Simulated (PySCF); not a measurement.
**CH3, charge +1, SMILES `[CH3+]`: what the electrons do**

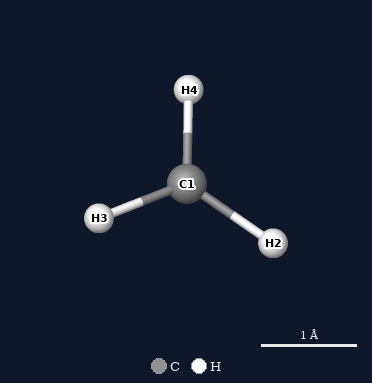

The molecule, with its atoms numbered as below. No frequency check shows the geometry to be a minimum.

Cartesian coordinates (Å):

```
C1      -0.0000    0.0000    0.0000
H2       0.9733    0.5182    0.0000
H3      -0.0378   -1.1020    0.0000
H4      -0.9354    0.5837    0.0000
```

## 1. Bonding charge

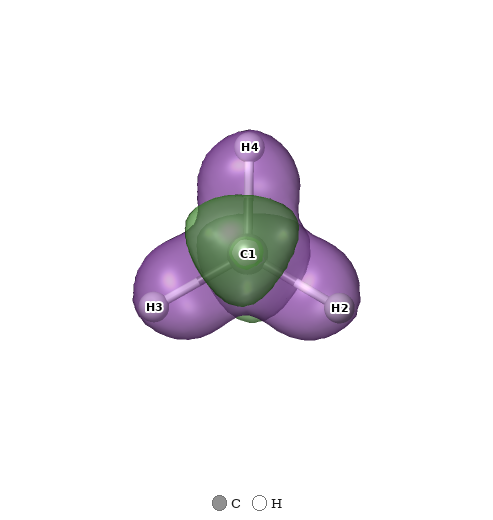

Deformation density (molecule less spherical, spin-averaged free atoms at the same positions), surfaces at ±0.15 e/Å³; purple: gain, green: loss.

PySCF calculation, ωB97X/def2-SVP, gas phase; geometry: GFN2-xTB.

Q: How much density has each bond gained at its critical point, relative to the free atoms?

A: C1–H4, C1–H3 and C1–H2: +0.84 e/Å³ at the bond critical point (bond length 1.10 Å, Mayer order 0.9). In all, 0.8 electrons gather in the regions of gain relative to the promolecule of neutral atoms (the regions of loss give up this much and the cation's charge besides).

Q: Where do the Hirshfeld charges lie?

A: The highest Hirshfeld charge is on C1 (+0.44 e), the lowest on H2, H3 and H4 (+0.19 e).

| atom | charge (e) |
| --- | --- |
| C1 | +0.44 |
| H2 | +0.19 |
| H3 | +0.19 |
| H4 | +0.19 |

## 2. Bond critical points

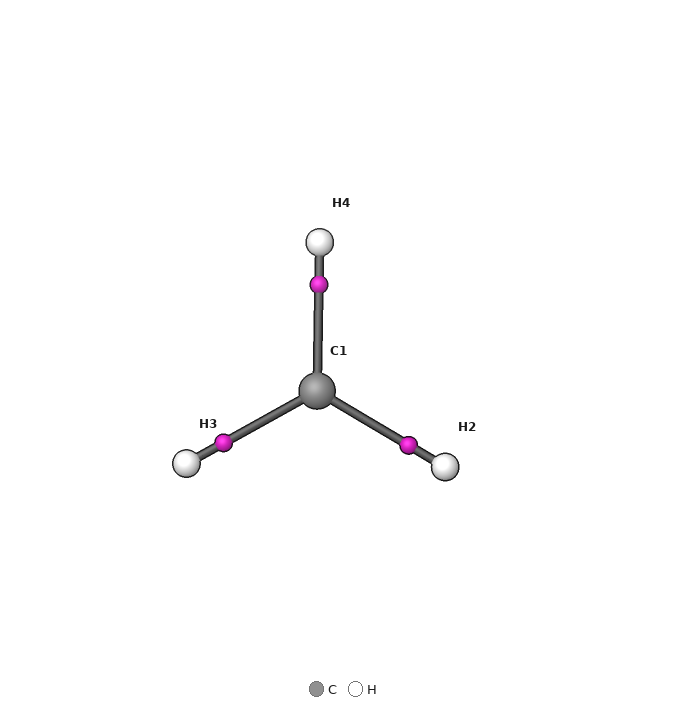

Molecular graph of the electron density (QTAIM): bond paths, bond critical points (magenta), ring points (cyan, if any); weak paths are dashed.

Q: How many critical points of each kind are there, and does the count close?

A: 4 nuclei, 3 bond, 0 ring and 0 cage critical points: 4 − 3 + 0 − 0 = 1, as the Poincaré–Hopf relation requires.

Q: What does the calculation give at each kind of bond critical point?

A:
```tsv
bond	length (Å)	ρ (a.u.)	∇²ρ (a.u.)	ε	H (a.u.)
C1–H4 (3 alike)	1.103	0.286	−1.30	0.05	−0.338
```

Q: What kind of interaction is C1–H4?

A: Shared-shell (covalent): ρ = 0.286, ∇²ρ = −1.30, H = −0.338 a.u.

## 3. Electrostatic potential

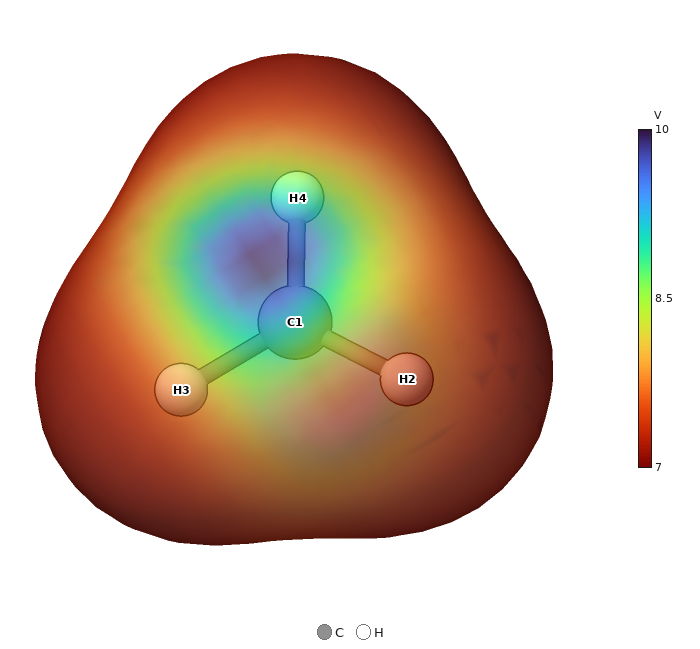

Electrostatic potential on the surface of electron density 0.001 a.u.

Q: Where are the extremes of the potential on the surface?

A: Highest: 9.90 V, over C1, off the plane of its three bonds (1.5 Å), and at like points elsewhere. Lowest: 7.07 V, 1.3 Å from H2, and at like points elsewhere. The surface is sampled at points, so like sites can differ by a few per cent and only the strongest of them is named.

Q: What volume does the surface enclose?

A: About 29 Å³.

## 4. In an electric field

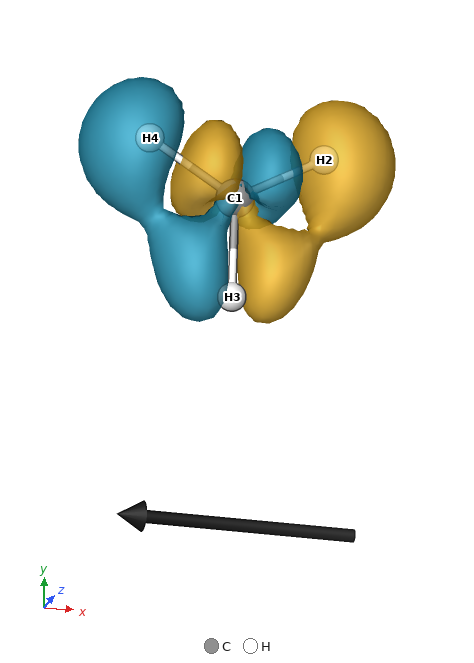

Change of the electron density in a uniform field of 0.10 V/Å along −x (arrow), surfaces at ±0.0008 e/Å³ (yellow: gain, teal: loss).

PySCF calculation, HF/def2-SVPD, gas phase; geometry: GFN2-xTB.

Q: What dipole is induced, and what polarisability does it imply?

A: The induced dipole is 0.05 D (along the field); α along this axis, from the fields in both directions, is 10 bohr³ (1.4 Å³).

Q: Which atoms gain and lose the most charge?

A: Electrons gather most on H2 (Hirshfeld charge changes by −0.003 e) and leave H4 most (+0.003 e); 0.007 electrons are displaced in all.

## 5. Removing or adding an electron

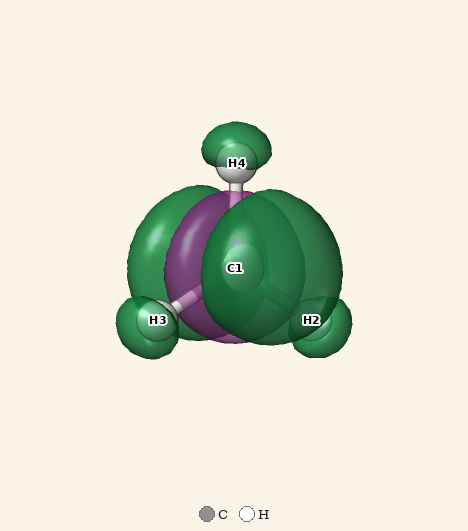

Fukui function f⁺ = ρ(N+1) − ρ(N) at fixed geometry, surfaces at ±0.06 e/Å³ (green positive, purple negative).

Level of theory: TPSS/6-31+G* (PySCF), at a geometry from GFN2-xTB.

Q: On which atoms does the density change most on addition of an electron?

A: f⁺ (Hirshfeld-condensed) is largest on C1 (0.58); the vertical electron affinity is 9.84 eV (the stability of the neutral species's solution wasn't checked). Condensed values hint at sites of nucleophilic attack but needn't mark the atom that reacts. Orbital relaxation makes it negative in places (0.16 e in all).

## 6. Localised orbitals

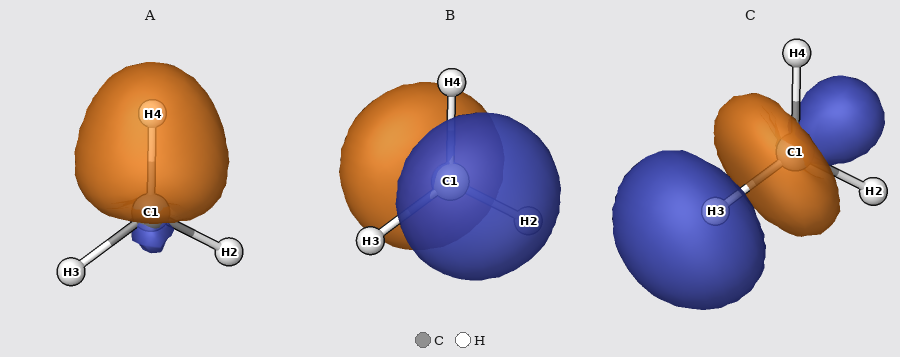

Intrinsic bond orbitals (IBO), occupied and valence-virtual; each surface holds about 80 % of the orbital's density. Energies are diagonal elements of the Fock matrix.

Level of theory: PBE0/6-31G* (PySCF), at a geometry from GFN2-xTB.

Q: What does each orbital represent in a Lewis picture?

A: By panel:
- A: σ bond C1–H4 (C1 64 %, H4 36 %; −24.1 eV)
- B: empty orbital on C1 (C1 100 %; −12.9 eV)
- C: σ* orbital H3–C1, mostly on H3 (H3 64 %, C1 36 %; −0.1 eV)

The PySCF runs shown took 2.4 s, 0.89 s, 14 s and 2 s on 1 thread of Intel(R) Xeon(R) Platinum 8259CL CPU @ 2.50GHz (Skylake/Cascade Lake), on a shared host.
